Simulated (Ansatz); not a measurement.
# GaH3OSi: what the fields show

Input

```
crystal:
  periodic: [false, false, false]
  atoms:
    - { symbol: O, position_ang: [1.007, -0.7829, 0.3415] }
    - { symbol: Si, position_ang: [0.0745, -0.2678, -1.066] }
    - { symbol: Ga, position_ang: [-0.1469, 0.3362, 1.4115] }
    - { symbol: H, position_ang: [1.5106, -1.62843, 0.234] }
    - { symbol: H, position_ang: [0.1762, 1.1855, -1.252] }
    - { symbol: H, position_ang: [0.1899, 0.1025, 1.43] }
magnetization:
  spin_polarized: true
basis:
  gaussian: { orbitals: def2-SVP }
hamiltonian:
  xc: r2scan
relax:
  f_tol: 0.02
  max_steps: 50
output:
  orbitals: {}
```

Run with:

```sh
ansatz run input.yaml --threads 2 --pin off --max-ram 3072MiB --backend cpu --events-out ev --progress --plain --runs-dir out
```

The fields are those of the run's last geometry, not of the input's.

These are results of Ansatz, UKS r2SCAN/def2-SVP, not measurements.

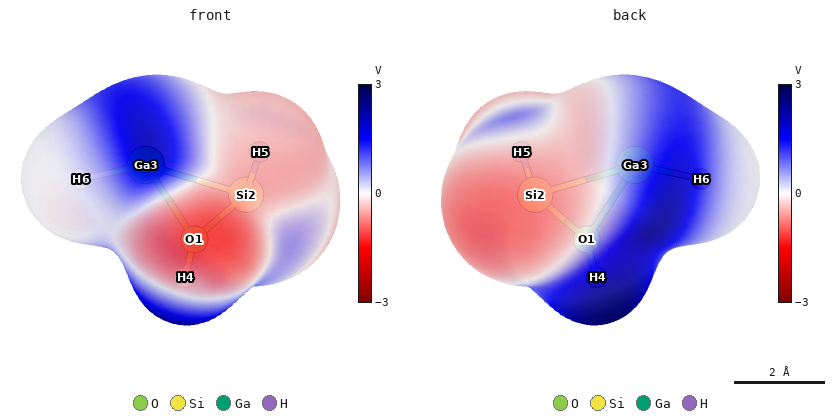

Figure 1. The molecular electrostatic potential painted on the density surface at 0.002 e/bohr³, seen from the front and from behind; the colour scale runs from red (negative) to blue (positive).

> Which sites attract a positive test charge, and which a negative one?

A positive charge is drawn to the negative regions and a negative charge to the positive ones. The most negative region (about −1.2 V) lies over O1, the most positive (about +2.7 V) over H4. O1 is the likeliest acceptor of a hydrogen bond.

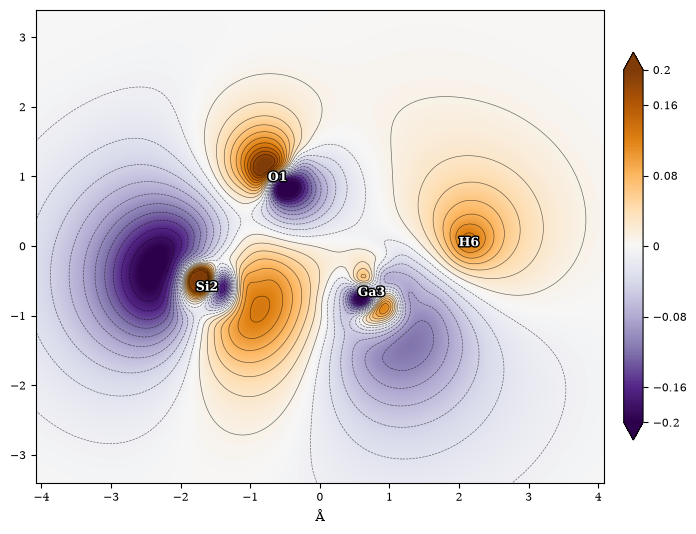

Figure 2. The LUMO on the plane of atoms Si2, O1 and Ga3 (values in Å⁻³ᐟ²; the overall sign is arbitrary).

> What is the character of this orbital?

By Hirshfeld shares it lies mainly on Ga3 (about 70 %) and Si2 (about 20 %). Its energy is −2.24 eV.

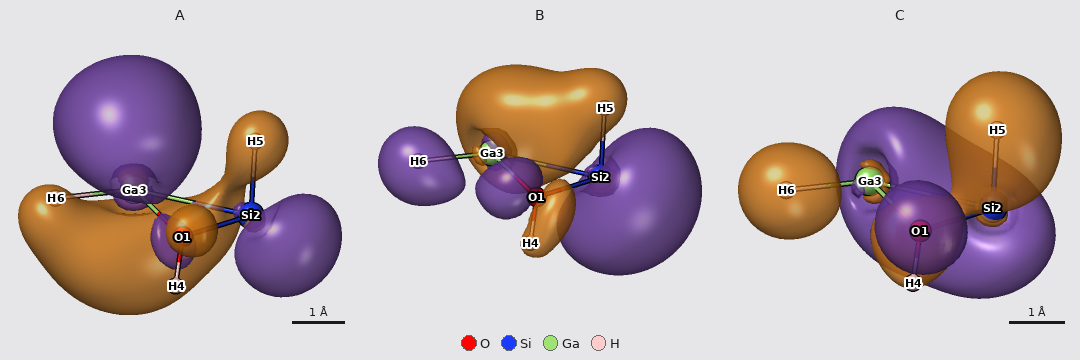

Figure 3. Three frontier orbitals at ±0.08 Å⁻³ᐟ² (orange and purple are the two phases), in no order.

> Order the three orbitals by energy and name them.

C is the HOMO−1 (−6.09 eV). Its weight (Hirshfeld) is mainly on Si2 (about 35 %), Ga3 (about 25 %), O1 (about 20 %), H5 (about 15 %) and H6 (about 5 %). B is the HOMO (−5.43 eV). It lies mainly on Si2 (about 60 %), Ga3 (about 25 %) and O1 (about 10 %). A is the LUMO (−2.24 eV). It lies mainly on Ga3 (about 70 %) and Si2 (about 20 %).

> What is the HOMO–LUMO gap?

3.19 eV between the orbital energies.
